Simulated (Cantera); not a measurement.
Feed: 1 mol SiCl4, a varied amount of H2, equilibrated at 1248 K and 1 atm.

Method: chemical equilibrium by Gibbs-energy minimisation in Cantera with the NASA 1993 tables (ideal gas, pure condensed phases). Candidate condensed phases: Si; 19 gas species. The tables' values for SiCl3 are old estimates; treat these amounts as uncertain. Kinetics and transport are ignored.

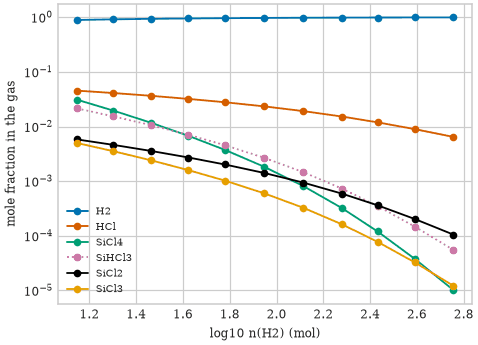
Figure. Equilibrium gas composition (values under 1e-9 drawn at 1e-9)

Task: Read off the mole fractions at 390 mol H2.

Result: H2 about 0.99, HCl about 0.0089, SiCl2 about 0.00020, SiHCl3 about 0.00015, SiCl4 about 3.8e-5, SiCl3 about 3.3e-5.
